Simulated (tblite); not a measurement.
# H36Si22: the cost of one run

Computed with tblite 0.8.0 and PySCF 2.14.0 and routines of our own; the level stands in each step. Atoms count from 0.

### Step 1. The starting structure

58 atoms, charge 0, multiplicity 1; geometry from: force field, distance geometry or constructed start.

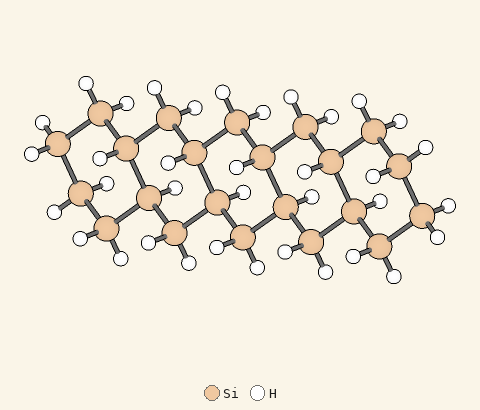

The starting geometry (silicon light orange, hydrogen white).

### Step 2. Relaxing the molecule with GFN2-xTB

Job settings and geometry (Å):

```
{"job": {"kind": "relax", "xc": "GFN2-xTB", "basis": "xTB"}, "charge": 0, "multiplicity": 1}
Si     9.648600     1.111800    -0.376600
Si     7.711700     2.229700     0.368100
Si     5.791400     1.111300    -0.374000
Si     5.785500    -1.109200     0.368800
Si     7.713900    -2.228300    -0.371600
Si     9.640400    -1.114100     0.372400
Si    -5.786100     1.115300    -0.378300
Si    -7.711500     2.229800     0.376500
Si    -9.641000     1.111500    -0.375400
Si    -9.646500    -1.114400     0.376600
Si    -7.717000    -2.228300    -0.377100
Si    -5.788700    -1.115600     0.375000
Si     1.925300     1.114300    -0.370000
Si     0.002200     2.226500     0.372300
Si    -1.930900     1.118700    -0.374800
Si    -1.930600    -1.113000     0.381300
Si     0.000400    -2.225200    -0.374100
Si     1.927600    -1.117000     0.374000
Si     3.856900     2.228900     0.377500
Si     3.860300    -2.226200    -0.372300
Si    -3.859800     2.230900     0.376500
Si    -3.858400    -2.225600    -0.375200
H      9.647100     1.118200    -1.808400
H     10.816100     1.788600     0.100500
H      7.715400     2.229700     1.815900
H      7.708800     3.584900    -0.099500
H      5.786900     1.115900    -1.815700
H      5.785600    -1.113000     1.816200
H      7.715500    -2.226700    -1.817000
H      7.716000    -3.585400     0.105400
H      9.647300    -1.113000     1.813900
H     10.818400    -1.791600    -0.101800
H     -5.787200     1.113700    -1.816900
H     -7.712800     2.225800     1.818700
H     -7.713700     3.587600    -0.105300
H     -9.643200     1.115800    -1.817900
H    -10.821100     1.793000     0.097900
H     -9.642800    -1.111100     1.812400
H    -10.819200    -1.796800    -0.102100
H     -7.719700    -2.223700    -1.813800
H     -7.715000    -3.588100     0.105800
H     -5.780300    -1.119200     1.818700
H      1.933600     1.114600    -1.818600
H      0.002600     2.226600     1.813200
H     -0.003700     3.587500    -0.099600
H     -1.930600     1.115200    -1.818400
H     -1.926300    -1.113500     1.814400
H     -0.000300    -2.224500    -1.812700
H      0.001600    -3.585400     0.102200
H      1.930600    -1.112900     1.817000
H      3.856600     2.219800     1.818100
H      3.864100     3.587100    -0.102300
H      3.857100    -2.227500    -1.814900
H      3.854100    -3.587400     0.099000
H     -3.856800     2.226200     1.816500
H     -3.858000     3.588800    -0.101400
H     -3.850900    -2.232800    -1.816900
H     -3.854800    -3.578200     0.101300
```

Run with:

```console
OMP_NUM_THREADS=2 python large_run.py task.json out
```

The driver reads the jobs from task.json and runs them one after another.

Q: Estimate the wall time and peak memory of this first job on 2 threads of Intel Xeon Platinum 8175M at 2.50GHz, shared host.

About 55 s, with a peak of 0.17 GiB.
